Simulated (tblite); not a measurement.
**Saddle-point search, with input and output: C4H8N2Si**

System: C4H8N2Si, SMILES Nc1ccn([SiH3])c1.
Method: GFN2-xTB saddle search (eigenvector following) and harmonic vibrations, gas phase (tblite 0.8.0).

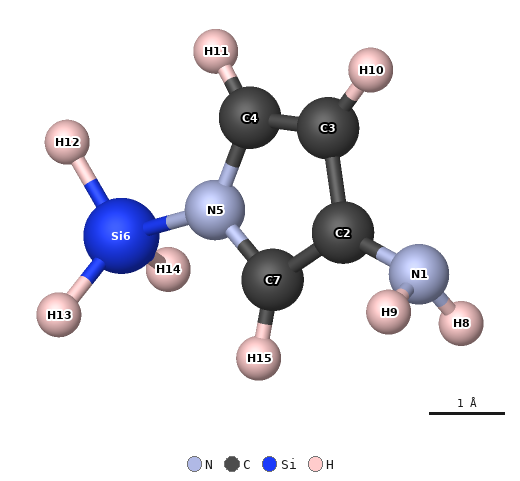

**Figure 1.** The structure as given in the input (ball-and-stick view, seen at a tilt; atoms are numbered from 1 in the order of the input). Bond lengths as drawn: C–C 1.36 to 1.42 Å, C–H 1.07 Å, C–N 1.37 to 1.42 Å, H–N 1.02 Å, H–Si 1.46 to 1.47 Å and N–Si 1.75 Å.

The input:
```
{"job": {"xc": "GFN2-xTB", "basis": "xTB", "kind": "saddle"}, "charge": 0, "multiplicity": 1}
N     -2.732048    -0.629488    -0.274429
C     -1.417887    -0.158781    -0.003392
C     -1.114900     0.840624     0.959966
C      0.233749     1.009470     0.942135
N      0.794751     0.170841     0.014652
Si     2.495698    -0.062401    -0.301107
C     -0.227795    -0.541463    -0.557673
H     -2.771112    -1.640129    -0.184769
H     -3.010663    -0.396323    -1.222937
H     -1.827586     1.354947     1.571993
H      0.853968     1.667725     1.517992
H      3.162653     1.092995     0.289211
H      2.656227    -0.119552    -1.753580
H      2.924622    -1.318145     0.320222
H     -0.019677    -1.270320    -1.318286
```

The first line tells a small driver script what to run in tblite; the rest is the geometry in Å.

Machine: 1 CPU thread, shared host.

Run as:
```bash
OMP_NUM_THREADS=1 python <driver script> task.json out
```

What the program printed:
```
step      E/eV     max force
  0    -550.36586   0.0344
  1    -550.36243   0.2313
  2    -550.36475   0.0421
  3    -550.36369   0.0423
  4    -550.36357   0.0446
  5    -550.36361   0.0024
lowest wavenumbers (cm-1): -287.0 20.0 109.1 188.4 286.2 376.7
```

Trajectory as extended XYZ (Å, eV, eV/Å), 6 frames, from step=0 to step=5:
```
15
Properties=species:S:1:pos:R:3:forces:R:3 step=0 energy=-550.36586
N    -2.7320   -0.6295   -0.2744    0.0000  -0.0050   0.0090
C    -1.4179   -0.1588   -0.0034   -0.0020   0.0020   0.0020
C    -1.1149    0.8406    0.9600   -0.0030   0.0160  -0.0130
C     0.2337    1.0095    0.9421    0.0030   0.0080  -0.0040
N     0.7948    0.1708    0.0147    0.0050  -0.0080   0.0090
Si    2.4957   -0.0624   -0.3011    0.0050   0.0000  -0.0030
C    -0.2278   -0.5415   -0.5577    0.0020  -0.0110   0.0140
H    -2.7711   -1.6401   -0.1848    0.0050  -0.0160  -0.0300
H    -3.0107   -0.3963   -1.2229   -0.0060   0.0190   0.0140
H    -1.8276    1.3549    1.5720   -0.0040  -0.0050  -0.0020
H     0.8540    1.6677    1.5180   -0.0010   0.0020   0.0010
H     3.1627    1.0930    0.2892    0.0010   0.0010   0.0000
H     2.6562   -0.1196   -1.7536   -0.0010   0.0000  -0.0030
H     2.9246   -1.3181    0.3202    0.0050   0.0010  -0.0020
H    -0.0197   -1.2703   -1.3183   -0.0080  -0.0020   0.0080
15
Properties=species:S:1:pos:R:3:forces:R:3 step=1 energy=-550.36243
N    -2.7360   -0.6104   -0.2912   -0.0260  -0.1320  -0.1540
C    -1.4188   -0.1561   -0.0020   -0.0100  -0.0040  -0.0040
C    -1.1173    0.8519    0.9526    0.0040   0.0000  -0.0010
C     0.2329    1.0112    0.9448    0.0010  -0.0030  -0.0040
N     0.7963    0.1570    0.0326    0.0050   0.0030   0.0040
Si    2.4953   -0.0595   -0.3082    0.0180  -0.0070  -0.0070
C    -0.2263   -0.5549   -0.5397   -0.0100   0.0010   0.0020
H    -2.8139   -1.6117   -0.1085    0.0030   0.1950  -0.0650
H    -2.9554   -0.4594   -1.2774    0.0410  -0.0620   0.2190
H    -1.8327    1.3767    1.5526    0.0030  -0.0020  -0.0020
H     0.8522    1.6723    1.5184    0.0000   0.0000   0.0000
H     3.1656    1.0641    0.3401   -0.0110  -0.0240  -0.0140
H     2.6504   -0.0394   -1.7649   -0.0040  -0.0010   0.0390
H     2.9262   -1.3492    0.2425   -0.0110   0.0350  -0.0150
H    -0.0184   -1.2927   -1.2917   -0.0020   0.0020   0.0020
15
Properties=species:S:1:pos:R:3:forces:R:3 step=2 energy=-550.36475
N    -2.7342   -0.6192   -0.2847   -0.0020  -0.0200  -0.0200
C    -1.4186   -0.1571   -0.0039   -0.0030   0.0000   0.0010
C    -1.1144    0.8347    0.9668   -0.0010   0.0060  -0.0060
C     0.2348    1.0006    0.9517    0.0010   0.0020  -0.0030
N     0.7950    0.1671    0.0190    0.0030  -0.0040   0.0050
Si    2.4959   -0.0605   -0.3027    0.0090   0.0000  -0.0020
C    -0.2286   -0.5391   -0.5589    0.0000  -0.0050   0.0070
H    -2.7854   -1.6286   -0.1785    0.0050   0.0200  -0.0260
H    -2.9944   -0.4000   -1.2427    0.0010   0.0020   0.0420
H    -1.8271    1.3450    1.5822   -0.0010   0.0000  -0.0030
H     0.8557    1.6533    1.5332   -0.0010   0.0010  -0.0010
H     3.1591    1.1139    0.2553   -0.0050  -0.0100  -0.0050
H     2.6438   -0.1503   -1.7554   -0.0020   0.0010   0.0100
H     2.9413   -1.2981    0.3445    0.0000   0.0100  -0.0070
H    -0.0227   -1.2618   -1.3259   -0.0030  -0.0030   0.0070
15
Properties=species:S:1:pos:R:3:forces:R:3 step=3 energy=-550.36369
N    -2.7370   -0.6039   -0.2998    0.0040  -0.0170  -0.0240
C    -1.4193   -0.1552   -0.0051   -0.0070   0.0000   0.0010
C    -1.1140    0.8287    0.9732    0.0000   0.0000  -0.0030
C     0.2360    0.9889    0.9636   -0.0010   0.0000  -0.0010
N     0.7957    0.1592    0.0272    0.0030  -0.0010  -0.0010
Si    2.4961   -0.0572   -0.3054    0.0060   0.0020   0.0020
C    -0.2291   -0.5395   -0.5579    0.0010   0.0000   0.0010
H    -2.8098   -1.6082   -0.1611    0.0020   0.0290  -0.0150
H    -2.9694   -0.4131   -1.2711    0.0050  -0.0090   0.0410
H    -1.8269    1.3383    1.5889   -0.0010   0.0000   0.0000
H     0.8577    1.6355    1.5513   -0.0020   0.0000  -0.0030
H     3.1537    1.1341    0.2231   -0.0060  -0.0110  -0.0040
H     2.6282   -0.1722   -1.7575    0.0010   0.0010   0.0080
H     2.9626   -1.2773    0.3597   -0.0030   0.0080  -0.0050
H    -0.0245   -1.2580   -1.3290    0.0000   0.0000   0.0020
15
Properties=species:S:1:pos:R:3:forces:R:3 step=4 energy=-550.36357
N    -2.7375   -0.5983   -0.3047   -0.0050  -0.0270  -0.0300
C    -1.4195   -0.1534   -0.0069   -0.0040   0.0000   0.0010
C    -1.1136    0.8262    0.9756   -0.0010  -0.0010  -0.0010
C     0.2364    0.9863    0.9658    0.0010  -0.0010  -0.0020
N     0.7955    0.1605    0.0254   -0.0010   0.0020   0.0010
Si    2.4960   -0.0566   -0.3058   -0.0020   0.0000   0.0000
C    -0.2297   -0.5357   -0.5618    0.0000   0.0000  -0.0010
H    -2.8209   -1.5987   -0.1426    0.0000   0.0430  -0.0100
H    -2.9575   -0.4295   -1.2830    0.0090  -0.0150   0.0410
H    -1.8261    1.3336    1.5936    0.0000  -0.0010   0.0000
H     0.8584    1.6308    1.5552    0.0000   0.0000  -0.0010
H     3.1526    1.1359    0.2187    0.0020   0.0040   0.0020
H     2.6287   -0.1773   -1.7567    0.0000   0.0010  -0.0040
H     2.9629   -1.2734    0.3636    0.0010  -0.0040   0.0020
H    -0.0257   -1.2505   -1.3366    0.0000   0.0020   0.0010
15
Properties=species:S:1:pos:R:3:forces:R:3 step=5 energy=-550.36361
N    -2.7372   -0.5998   -0.3037    0.0000   0.0010   0.0010
C    -1.4194   -0.1540   -0.0064    0.0000  -0.0010   0.0000
C    -1.1138    0.8271    0.9745    0.0000   0.0000   0.0000
C     0.2362    0.9871    0.9650    0.0000   0.0000   0.0000
N     0.7956    0.1598    0.0263    0.0000   0.0000  -0.0010
Si    2.4961   -0.0567   -0.3057   -0.0020   0.0000   0.0010
C    -0.2294   -0.5372   -0.5603    0.0000   0.0000   0.0000
H    -2.8190   -1.5999   -0.1467    0.0000   0.0000   0.0010
H    -2.9602   -0.4267   -1.2793    0.0000   0.0000  -0.0010
H    -1.8265    1.3354    1.5914    0.0000   0.0000   0.0000
H     0.8580    1.6324    1.5537    0.0000   0.0000   0.0000
H     3.1530    1.1345    0.2218    0.0010   0.0020   0.0010
H     2.6289   -0.1733   -1.7571    0.0000   0.0000  -0.0020
H     2.9628   -1.2755    0.3603    0.0000  -0.0020   0.0010
H    -0.0251   -1.2533   -1.3337    0.0000   0.0000   0.0000
```

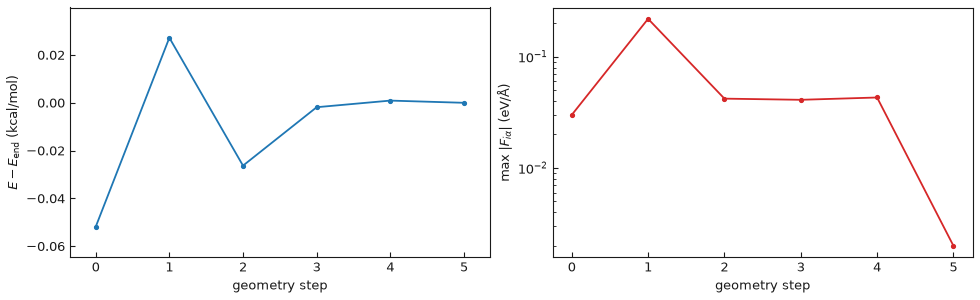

**Figure 2.** Progress of the saddle-point search, step by step (steps are counted from 0).

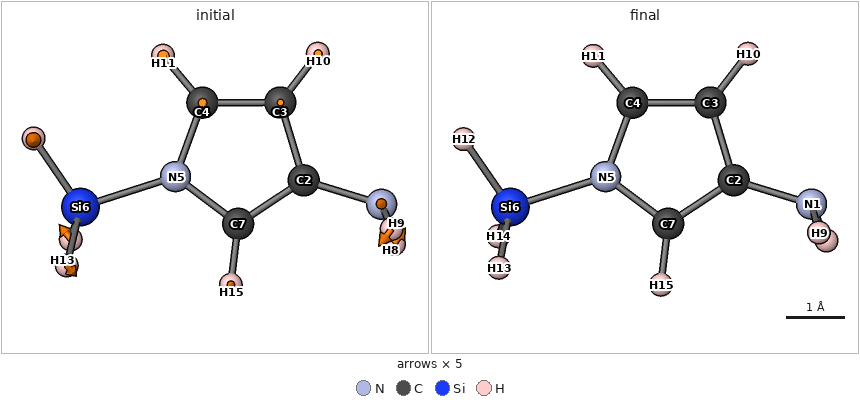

**Figure 3.** Before (left) and after (right) the saddle-point search, at one scale (ball-and-stick view, seen on its broad side). The orange arrows give the displacements, magnified 5 times. After 5 geometry steps the energy has risen by 0.05 kcal/mol. The largest force component goes from 0.03 to 0.002 eV/Å. The atom that moves furthest after the best rigid fit is H9 (0.082 Å). Largest moves by element: H 0.082 Å, N 0.042 Å, C 0.032 Å, Si 0.007 Å. (Atoms are counted from 1 in the order of the input.)

Key numbers:

- outcome: converged
- total energy: −550.3636 eV
- point group: C1
- wall time: 2.4 s
- peak memory: 0.19 GiB
